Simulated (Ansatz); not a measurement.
# F₃IZr (ZrIF3): what the fields show

Input file:

```
crystal:
  periodic: [false, false, false]
  atoms:
    - {symbol: Zr, position_ang: [-0.000439, 0.001212, -0.157714]}
    - {symbol: I, position_ang: [0.007407, -0.019633, 2.555567]}
    - {symbol: F, position_ang: [1.771837, 0.010602, -0.804443]}
    - {symbol: F, position_ang: [-0.893239, 1.540332, -0.784882]}
    - {symbol: F, position_ang: [-0.885565, -1.532513, -0.808528]}
basis:
  gaussian: {orbitals: def2-TZVP, initial_orbitals: start.molden}
hamiltonian: {xc: pbe0, dispersion: d4}
scf: {omitted_lower_state_checks: [starts]}
output: {forces: true, orbitals: {seedname: orbitals}}
```

Run with:

```sh
ansatz run in.yaml --threads 4 --pin off --events-out ev --progress --plain --max-ram 3916MiB
```

Geometry: PBE0-D4/def2-SVP; core potentials replace the inner electrons of Zr and I.

All numbers below come from Ansatz, RKS PBE0-D4/def2-TZVP.

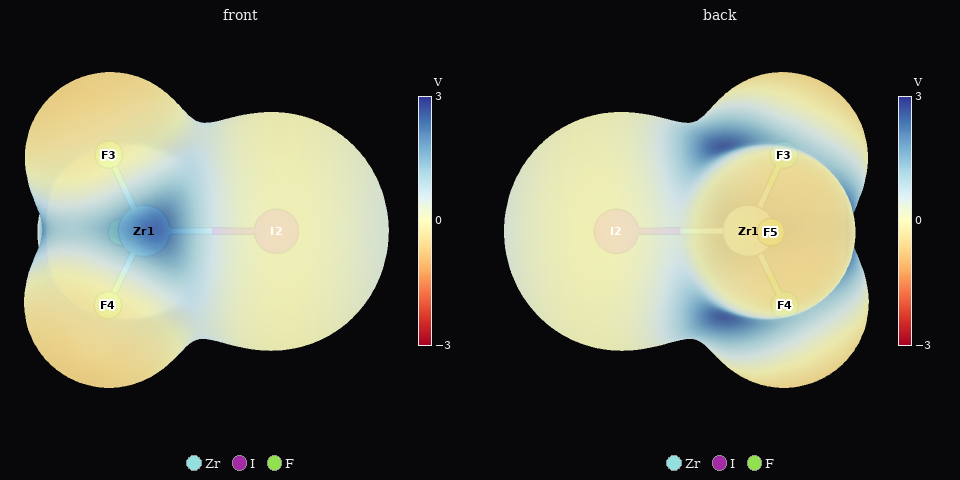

Figure 1. The molecular electrostatic potential painted on the density surface at 0.001 e/bohr³, seen from the front and from behind; red is negative and blue positive.

### Where is the surface potential most negative and most positive?

The most negative region (about −0.6 V) lies over F3, F4 and F5, the most positive (about +2.7 V) over Zr1.

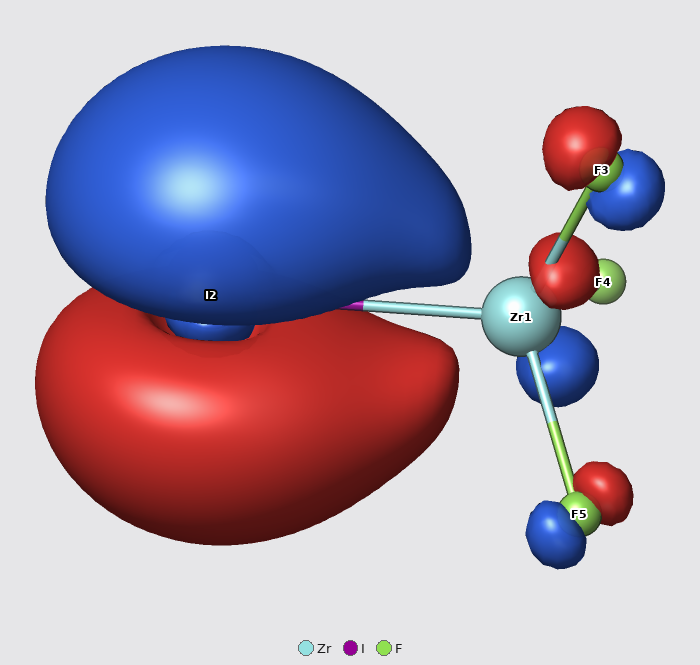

Figure 2. The HOMO at ±0.08 Å⁻³ᐟ² (blue and red are the two phases), seen at an oblique angle.

### What is the character of this orbital?

It lies mainly on I2 (about 90 %) and Zr1 (about 10 %); largely a lone pair of I2. It is one of a degenerate set, so its orientation is arbitrary. Its energy is −8.38 eV.

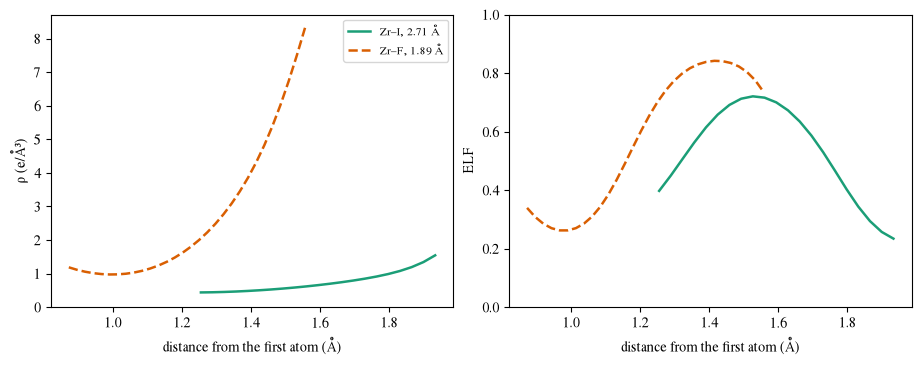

Figure 3. Electron density and electron localisation function along straight lines between neighbouring atoms. The curves leave out the atomic cores.

### What can be read from the curves?

Zr–I (2.71 Å): ρ at the midpoint is about 0.47 e/Å³; the ELF peaks at about 0.70 in the valence shell of I, 1.2 Å from its nucleus, and is about 0.55 at the midpoint.
Zr–F (1.89 Å): ρ at the midpoint is about 1 e/Å³; the ELF is about 0.25 at the midpoint.
